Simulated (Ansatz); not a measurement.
# Be(0001) film, 5 layers, flat: channels in plane against thickness

Wanted: in-plane conductance by layer count, from Be(0001) film, 5 layers, flat.

Main program and level: Ansatz 0.2.0; Ansatz plane-wave DFT, PBE, PAW files; ballistic transport by layer matching (Landauer), zero bias; PAW set soft_1.

## 1. Set-up

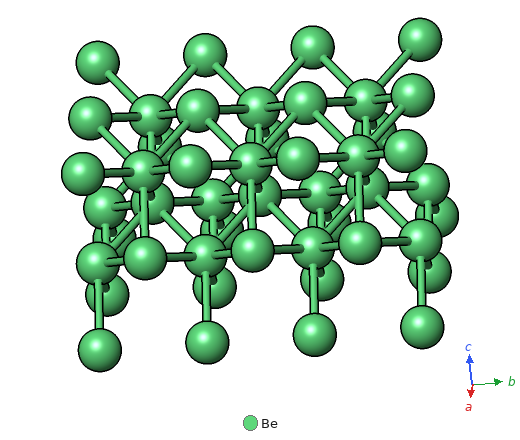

The cell as given, from the side, with the c axis up (beryllium green). 1×3×1 cells are drawn. Some periodic images of atoms are drawn too.

The cell holds 10 atoms: 10 Be. Its edges and angles: a = 18.167 Å, b = 2.287 Å, c = 3.961 Å, α = 90.0°, β = 90.0°, γ = 90.0°. It derives from Be. Vacuum lies along a. The structure's axis is c.

## 2. With 5 layers

Vacuum lies along the first vector, which takes one k-point, and the current runs in the film's plane. One period is a perfect wire, so its channels are the result. Energies from -0.27 to 0.27 eV in steps of 0.036 eV cover the slope of the Fermi function at 300 K, so the program can form a conductance.

The input, input.yaml:

```yaml
crystal:
  lattice:
    - [18.1666, 0.0, 0.0]
    - [0.0, 2.2866, 0.0]
    - [0.0, 0.0, 3.9605073766]
  atoms:
    - { symbol: Be, position: [0.247707331, 0.0, 0.0] }
    - { symbol: Be, position: [0.247707331, 0.5, 0.5] }
    - { symbol: Be, position: [0.3463306287, 0.0, 0.3333333333] }
    - { symbol: Be, position: [0.3463306287, 0.5, 0.8333333333] }
    - { symbol: Be, position: [0.4449539264, 0.0, 0.0] }
    - { symbol: Be, position: [0.4449539264, 0.5, 0.5] }
    - { symbol: Be, position: [0.5435772241, 0.0, 0.3333333333] }
    - { symbol: Be, position: [0.5435772241, 0.5, 0.8333333333] }
    - { symbol: Be, position: [0.6422005218, 0.0, 0.0] }
    - { symbol: Be, position: [0.6422005218, 0.5, 0.5] }
kpoints:
  mp_grid: { grid: [1, 18, 11] }
hamiltonian:
  xc: pbe
  pseudopotentials: { kind: paw, azcp: { folder: soft_1 } }
scf:
  occupations: { method: fermi_dirac, width: 0.1 }
output:
  transmission:
    leads: [[0, 0]]
    kmesh: [1, 40]
    e_range: [-0.27, 0.27]
    de: 0.036
```

Command:

```bash
> ansatz run input.yaml --threads 4 --pin off --max-ram 8192MiB --backend cpu --events-out ev --progress --plain --runs-dir out
```

Numbers of over 12 decimals in the logs are rounded to 6 here.

The program printed:

```text
Engine: ansatz 0.2.0, aarch64-unknown-linux-gnu
Pseudopotentials: kind: paw
Pseudopotential: Be, paw, valence charge 2, recommended cutoff 420 eV (normal), soft_1/Be.paw.azcp
Functional definition: PBE
  parameter kappa = 0.804
  parameter beta = 0.066725
  exchange = pbe_x(kappa = kappa, mu = beta*pi^2/3)
  correlation = pbe_c(beta = beta)
Crystal: 10 atoms, lattice volume = 164.518 Å³
Basis set: ecut = 420 eV, 3219 PW (Γ)
Bands: 20, of which v1, the nominal top of the filled ones, is band 10 counted from 1 (9 counted from 0)
Symmetry: 8 space group operations
Space group: P-6m2 (ITA 187), of the structure as read, at distance tolerance 5.5e-5 Å
k-points: 60 of 198 (time reversal used)
Non-local potential: Be, projectors of the file, l = 0: 2, l = 1: 2, l = 2: 1
PAW form: soft (Blöchl's): semilocal exchange-correlation on the pseudo side does not see the compensation charge
PAW one-centre angular grid: Be, 110 points (default); XC on 64 Gauss nodes
Initial density: superposition of atomic densities (neutral atoms: chi_scale 0, normalization atom)
Initial wavefunctions: pseudopotential atomic-orbital guess
Functional: x = pbe(κ = 0.804, μ = 0.219515), c = pbe(β = 0.066725)
SCF iter   1: F=—  HF=-927.101364 eV  |F-HF|=—  |Δ(HF+E_count)|=         —  Δρ=2.05e-2  dr2=8.12e0  ethr=3.10e-3  ⟨swp⟩=11.9  Hψ=12326  notcnv=0  defer=55
preconditioner: auto → LDOS  [metal: Δε(μ)=0.016 eV  Ē_g=8.726 eV  σ=0.100 eV  W_gap=0.04  n_scr=24 (ndim 8)  ℏωp=12.9 eV  f_vac=0.345  D(μ)=1.91/eV (n_scr^D=8)  β→1.0]
SCF iter   2: F=—  HF=-925.694492 eV  |F-HF|=—  |Δ(HF+E_count)|=    1.41e0  Δρ=1.13e-2  dr2=5.59e-1  ethr=3.10e-3  ⟨swp⟩=3.8  Hψ=3188  notcnv=0  defer=126
SCF iter   3: F=—  HF=-925.627821 eV  |F-HF|=—  |Δ(HF+E_count)|=   6.67e-2  Δρ=3.16e-3  dr2=7.47e-2  ethr=2.80e-3  ⟨swp⟩=2.4  Hψ=2248  notcnv=0  defer=136
SCF iter   4: F=—  HF=-925.611218 eV  |F-HF|=—  |Δ(HF+E_count)|=   1.66e-2  Δρ=5.90e-4  dr2=2.81e-3  ethr=3.73e-4  ⟨swp⟩=2.8  Hψ=1997  notcnv=0  defer=139
SCF iter   5: F=—  HF=-925.610874 eV  |F-HF|=—  |Δ(HF+E_count)|=   3.45e-4  Δρ=1.23e-4  dr2=7.71e-5  ethr=1.40e-5  ⟨swp⟩=2.4  Hψ=1729  notcnv=0  defer=139
SCF iter   6: F=—  HF=-925.610891 eV  |F-HF|=—  |Δ(HF+E_count)|=   1.72e-5  Δρ=1.35e-5  dr2=7.09e-7  ethr=3.86e-7  ⟨swp⟩=2.5  Hψ=1814  notcnv=0  defer=139
SCF iter   7: F=-925.610891 eV  HF=-925.610891 eV  |F-HF|=3.84e-9  |Δ(HF+E_count)|=   1.43e-7  Δρ=1.64e-6  dr2=8.95e-9  ethr=5.00e-10  ⟨swp⟩=13.9  Hψ=7630  notcnv=0
SCF 1 converged in 7 iterations: F = -925.610891 eV  dr2 = 8.95e-9
  greatest PAW one-centre occupation: 0.363 electrons in one spin orbital (limit 2), on the Be atom at site 3 (counted from 0), in its partial waves of l = 0
transmission: 15 of 105 steps passed
transmission: 25 of 105 steps passed
[...]
transmission: 105 of 105 steps passed
SCF converged after 7 iterations
Free energy (F): -925.610891 eV
Harris-Foulkes:  -925.610891 eV  (|F-HF|=3.84e-9)
Internal energy: -925.527099 eV  (E = F + TS)
E sigma→0 (E₀):  -925.568995 eV
Entropy (-TS):   -0.083792 eV (-8.379 meV/atom)
Fermi energy:    0.949950 eV
--- Per-component energies (eV) ---
  E_band       = -59.841354
  E_kinetic    = 200.806224
  E_local      = -3073.156434  (includes V_loc(G=0)·N_el)
  E_nonlocal   = 38.835737
  E_hartree    = 1494.469520
  E_xc         = -198.761055
  E_vxc        = -199.860569  (∫ρ·V_xc dr)
  E_paw        = -589.243863  (= ΣΔE_a)
  E_vpaw       = -15.404960  (= ΣTr[D̂ρ^β])
  E_aug_tail   = -0.000006  (compensation charges beyond the density's cutoff)
  E_ewald      = 1201.522779
  E_smearing   = -0.083792  (= −TS)
  E_closure    = -0.000000  (closes the sum)
  Σ components = -925.610891   (vs F -925.610891, Δ=0.00e0)
--- Band table (eV; the first three rows and the last of 60) ---
  k-point 0: bands = [... 6 lower, -1.9332, -1.7455, -1.2015, -0.9312, -0.8761, 3.4016, 3.8710, 4.2996, ... 6 higher]
  k-point 1: bands = [... 6 lower, -1.8710, -1.7621, -1.1285, -0.6791, -0.6233, 3.5266, 3.7739, 4.3403, ... 6 higher]
  k-point 2: bands = [... 6 lower, -2.3874, -1.6859, -0.9096, -0.7661, 0.2106, 3.5998, 4.2699, 4.4591, ... 6 higher]
  k-point 59: bands = [... 6 lower, -0.9084, -0.9084, -0.8424, -0.8424, 3.4295, 3.4295, 3.8175, 3.8175, ... 6 higher]
--- Transmission ---
  basis      : 355 plane waves across, 5 finite elements along
  points     : 21, standing for a mesh of 1 x 40
  filling    : by the input's occupations and mesh, since the crystals that have channels conduct as metals do. If one of these is a semiconductor, that mesh has misplaced its level
  energies   : 16 from -0.270000 to 0.270000 eV about the Fermi level, 0.036000 eV apart; the leads are filled to 0.000000 eV, and channels, transmission and decay are at 0.018000 eV
  crystal 0  : Be10, at the sites [0, 0], period 3.9605 Å: whole cells are its period
    offset         : up to 0.0000 Å between an atom of the period and one for which it stands
    filled         : 21.2 meV over the level at which it is neutral
    channels       : 2.375000e0 a spin
    conductance    : 4.4929e14 S/m² at 300 K; may be off by some 0.0 % by where its bands' edges are placed, 13.3 % from the k-mesh, 2.9 % from the distance to neutral
    slowest decay  : 0.0375 /Å at (0.0000, 0.3500)
```

Elapsed: 4.2 min, on 4 threads of Arm Neoverse V2, shared host; peak memory 1.4 GiB; 16 min of CPU time.

This step gave:

```yaml
free_energy: -925.6109 eV
energy_at_zero_smearing: -925.5690 eV
fermi_energy: 0.9499 eV
cell_area: 41.54 Å²
open_channels_per_spin_nearest_the_fermi_level: 2.375
estimated_errors_of_the_lead_s_conductance: 0, 13.3, 2.9 % (band edges, k-mesh, distance from neutral)
lead_conductance_per_cell: 2.409 G₀
```

Per spin. The open channels, zone mean, lead by energy, zero at the Fermi level:

```csv
energy (eV),"open channels, zone mean, lead"
-0.270,3.08
-0.234,3.08
-0.198,2.98
-0.162,2.98
-0.126,2.92
-0.090,2.83
-0.054,2.67
-0.018,2.38
0.018,2.38
0.054,2.27
0.090,2.27
0.126,2.17
0.162,1.93
0.198,1.82
0.234,1.88
0.270,1.73
```

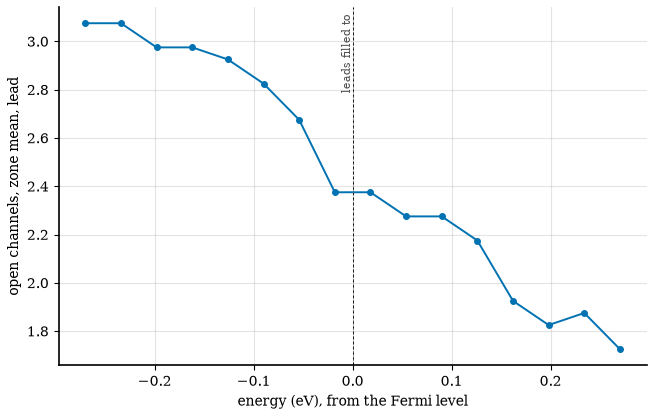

Open channels, zone mean, lead, plotted against energy.

The program's largest error estimate for it is 13 %, from the k-mesh.

## 3. With 6 layers, thickness 10.75 A

The film grows to 6 layers.

System of this step: Be(0001) film, 6 layers, flat. The cell holds 12 atoms: 12 Be. Its edges and angles: a = 19.958 Å, b = 2.287 Å, c = 3.961 Å, α = 90.0°, β = 90.0°, γ = 90.0°. It derives from Be. Vacuum lies along a. The structure's axis is c.

input.yaml, the sections that differ from step 2:

```yaml
crystal:
  lattice:
    - [19.95825, 0.0, 0.0]
    - [0.0, 2.2866, 0.0]
    - [0.0, 0.0, 3.9605073766]
  atoms:
    - { symbol: Be, position: [0.22547067, 0.0, 0.0] }
    - { symbol: Be, position: [0.22547067, 0.5, 0.5] }
    - { symbol: Be, position: [0.3152405647, 0.0, 0.3333333333] }
    - { symbol: Be, position: [0.3152405647, 0.5, 0.8333333333] }
    - { symbol: Be, position: [0.4050104593, 0.0, 0.0] }
    - { symbol: Be, position: [0.4050104593, 0.5, 0.5] }
    - { symbol: Be, position: [0.494780354, 0.0, 0.3333333333] }
    - { symbol: Be, position: [0.494780354, 0.5, 0.8333333333] }
    - { symbol: Be, position: [0.5845502486, 0.0, 0.0] }
    - { symbol: Be, position: [0.5845502486, 0.5, 0.5] }
    - { symbol: Be, position: [0.6743201433, 0.0, 0.3333333333] }
    - { symbol: Be, position: [0.6743201433, 0.5, 0.8333333333] }
# kpoints, hamiltonian, scf, output: as in step 2
```

The program printed:

```text
[...]
Crystal: 12 atoms, lattice volume = 180.744 Å³
Basis set: ecut = 420 eV, 3565 PW (Γ)
Bands: 24, of which v1, the nominal top of the filled ones, is band 12 counted from 1 (11 counted from 0)
[... 1 set-up line as in the run before ...]
[...]
k-points: 60 of 198
[...]
--- Transmission ---
  basis      : 393 plane waves across, 5 finite elements along
  points     : 21, standing for a mesh of 1 x 40
[...]
crystal 0  : Be12, at the sites [0, 0], period 3.9605 Å: whole cells are its period
[...]
filled         : 17.6 meV over the level at which it is neutral
    channels       : 2.475000e0 a spin
[...]
slowest decay  : 0.0365 /Å at (0.0000, 0.3500)
[key lines of the parts left out:]
SCF converged after 8 iterations
Free energy (F): -1111.145114 eV
Fermi energy:    1.567201 eV
```

It took 5.6 min on 4 threads; peak memory 1.7 GiB.

Numbers from this step:

```
free energy                                    : -1111.1451 eV
energy at zero smearing                        : -1111.1039 eV
Fermi energy                                   : 1.567 eV
cell area                                      : 45.64 Å²
open channels per spin nearest the Fermi level : 2.675
estimated errors of the lead's conductance     : 0, 8.3, 2.5 % (band edges, k-mesh, distance from neutral)
lead conductance per cell                      : 2.568 G₀
```

Per spin. The open channels, zone mean, lead by energy, zero at the Fermi level:

```csv
energy (eV),"open channels, zone mean, lead"
-0.270,3.33
-0.234,3.33
-0.198,3.42
-0.162,3.38
-0.126,3.23
-0.090,2.88
-0.054,2.77
-0.018,2.67
0.018,2.48
0.054,2.38
0.090,2.27
0.126,2.12
0.162,2.12
0.198,2.02
0.234,1.82
0.270,1.77
```

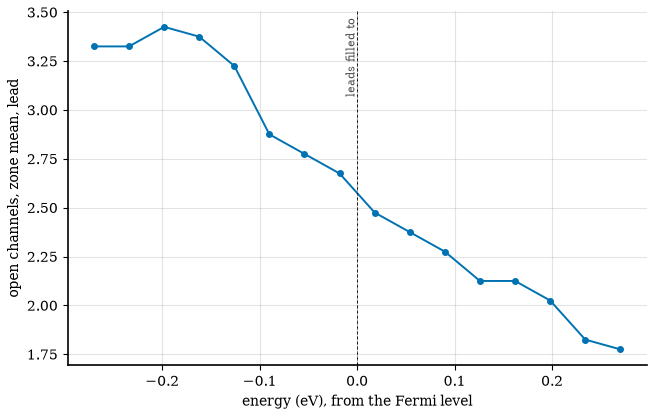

Open channels, zone mean, lead, plotted against energy.

The lead conductance per cell is 2.57 G₀, 6.6 % over the 2.41 G₀ of the last finished run, within the error estimates, leads' steps apart, of 13 and 8.3 %.

## 4. With 7 layers, thickness 12.542 A

The film grows to 7 layers.

System of this step: Be(0001) film, 7 layers, flat. The cell holds 14 atoms: 14 Be. Its edges and angles: a = 21.750 Å, b = 2.287 Å, c = 3.961 Å, α = 90.0°, β = 90.0°, γ = 90.0°. It derives from Be. Vacuum lies along a. The structure's axis is c.

input.yaml, the sections that differ from step 3:

```yaml
crystal:
  lattice:
    - [21.7499, 0.0, 0.0]
    - [0.0, 2.2866, 0.0]
    - [0.0, 0.0, 3.9605073766]
  atoms:
    - { symbol: Be, position: [0.206897503, 0.0, 0.0] }
    - { symbol: Be, position: [0.206897503, 0.5, 0.5] }
    - { symbol: Be, position: [0.2892725944, 0.0, 0.3333333333] }
    - { symbol: Be, position: [0.2892725944, 0.5, 0.8333333333] }
    - { symbol: Be, position: [0.3716476857, 0.0, 0.0] }
    - { symbol: Be, position: [0.3716476857, 0.5, 0.5] }
    - { symbol: Be, position: [0.4540227771, 0.0, 0.3333333333] }
    - { symbol: Be, position: [0.4540227771, 0.5, 0.8333333333] }
    - { symbol: Be, position: [0.5363978685, 0.0, 0.0] }
    - { symbol: Be, position: [0.5363978685, 0.5, 0.5] }
    - { symbol: Be, position: [0.6187729599, 0.0, 0.3333333333] }
    - { symbol: Be, position: [0.6187729599, 0.5, 0.8333333333] }
    - { symbol: Be, position: [0.7011480513, 0.0, 0.0] }
    - { symbol: Be, position: [0.7011480513, 0.5, 0.5] }
# kpoints, hamiltonian, scf, output: as in step 3
```

The program printed:

```text
[...]
Crystal: 14 atoms, lattice volume = 196.969 Å³
Basis set: ecut = 420 eV, 3847 PW (Γ)
Bands: 28, of which v1, the nominal top of the filled ones, is band 14 counted from 1 (13 counted from 0)
[... 1 set-up line as in the run before ...]
[...]
k-points: 60 of 198 (time reversal used)
[...]
k-point 59: bands = [... 10 lower, 0.2191, 0.2191, 0.2300, 0.2300, 4.2041, 4.2041, 4.3316, 4.3316, ... 10 higher]
--- Transmission ---
  basis      : 427 plane waves across, 5 finite elements along
  points     : 21, standing for a mesh of 1 x 40
[...]
crystal 0  : Be14, at the sites [0, 0], period 3.9605 Å: whole cells are its period
[...]
filled         : 19.2 meV over the level at which it is neutral
    channels       : 2.725000e0 a spin
[...]
[key lines of the parts left out:]
SCF converged after 8 iterations
Free energy (F): -1296.673894 eV
Fermi energy:    2.084837 eV
```

Wall time 7.7 min (4 threads); peak memory 2 GiB.

This step gave:

* free energy: -1296.6739 eV
* energy at zero smearing: -1296.6303 eV
* Fermi energy: 2.085 eV
* cell area: 49.73 Å²
* open channels per spin nearest the Fermi level: 2.825
* estimated errors of the lead's conductance: 0, 11.9, 3.1 % (band edges, k-mesh, distance from neutral)
* lead conductance per cell: 2.816 G₀

Per spin. The open channels, zone mean, lead by energy, zero at the Fermi level:

```csv
energy (eV),"open channels, zone mean, lead"
-0.270,3.38
-0.234,3.52
-0.198,3.67
-0.162,3.58
-0.126,3.38
-0.090,3.33
-0.054,3.17
-0.018,2.83
0.018,2.73
0.054,2.67
0.090,2.48
0.126,2.48
0.162,2.33
0.198,2.42
0.234,2.33
0.270,2.08
```

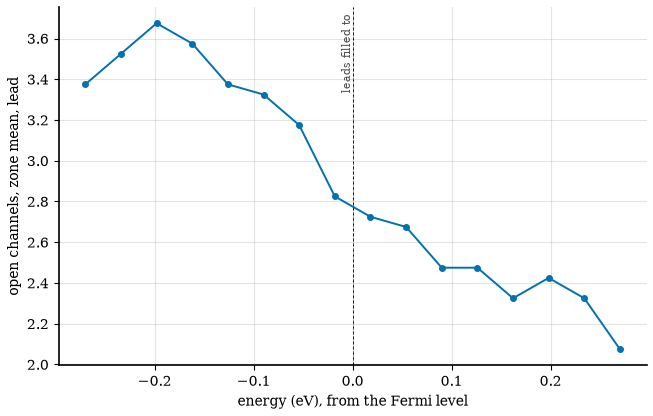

Open channels, zone mean, lead, plotted against energy.

The lead conductance per cell is 2.82 G₀, 9.6 % over the 2.57 G₀ of the last finished run, within the error estimates, leads' steps apart, of 8.3 and 12 %.

## 5. All levels side by side

Times are for 4 threads of Arm Neoverse V2, shared host. The series side by side:

```csv
no.,layers,lead conductance per cell (G₀),time,memory (GiB)
1,5,2.409,4.2 min,1.4
2,6,2.568,5.6 min,1.7
3,7,2.816,7.7 min,2.0
```

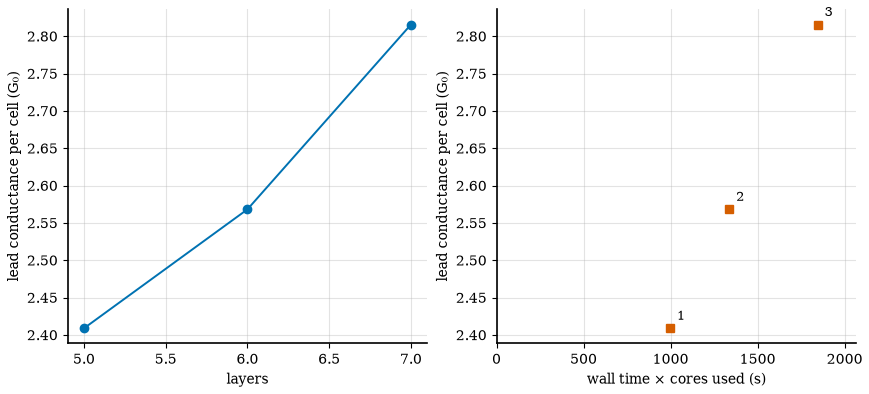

The series as plots; the last panel sets the first result against cost, with the runs numbered as in the table.

The runs together. Open channels, zone mean against energy, zero at the Fermi level:

```csv
energy (eV),5,6,7
-0.270,3.08,3.33,3.38
-0.234,3.08,3.33,3.52
-0.198,2.98,3.42,3.67
-0.162,2.98,3.38,3.58
-0.126,2.92,3.23,3.38
-0.090,2.83,2.88,3.33
-0.054,2.67,2.77,3.17
-0.018,2.38,2.67,2.83
0.018,2.38,2.48,2.73
0.054,2.27,2.38,2.67
0.090,2.27,2.27,2.48
0.126,2.17,2.12,2.48
0.162,1.93,2.12,2.33
0.198,1.82,2.02,2.42
0.234,1.88,1.82,2.33
0.270,1.73,1.77,2.08
```

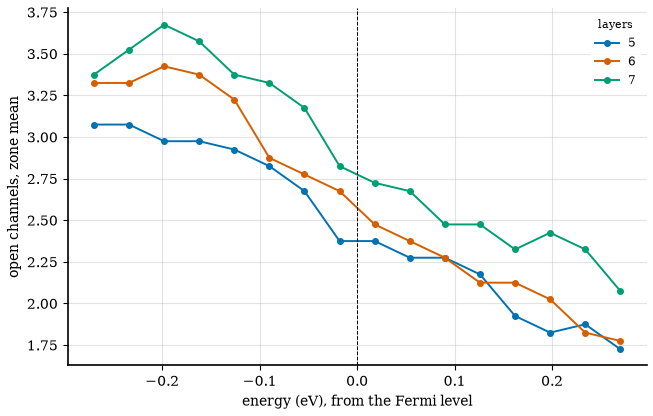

Open channels, zone mean against energy.

## 6. Outcome

```json
{"conductance per cell, 5 layers": "2.41 G₀", "conductance per cell, 6 layers": "2.57 G₀", "conductance per cell, 7 layers": "2.82 G₀"}
```

**Reading.** The conductance per cell width goes from 2.41 G0 at 5 to 2.82 G0 at 7 layers. Over the film's own cross-section (layers × spacing × width) the conductance runs from 0.91 to 0.76×10¹⁵ S/m²; that nominal section leaves out the charge that spills into the vacuum, which flatters the thinnest films. The gains from one thickness to the next are 0.16 and 0.25 G0 per added layer; their spread isn't beyond the error estimates. The film repeats perfectly along the current, so nothing scatters; its faces are clean and not relaxed. The program's error estimates for the conductances, leads' steps apart, run from 8.3 to 13 %.

[Logs are printed without paths, hosts, clocks, repeated set-up lines and the standing remarks that a program may print on its own settings, such as how far it seeks lower states.]

[Hosts, paths, dates, database ids (printed as entryN), source tags and the programs' standing remarks are cut or masked in the printed files.]
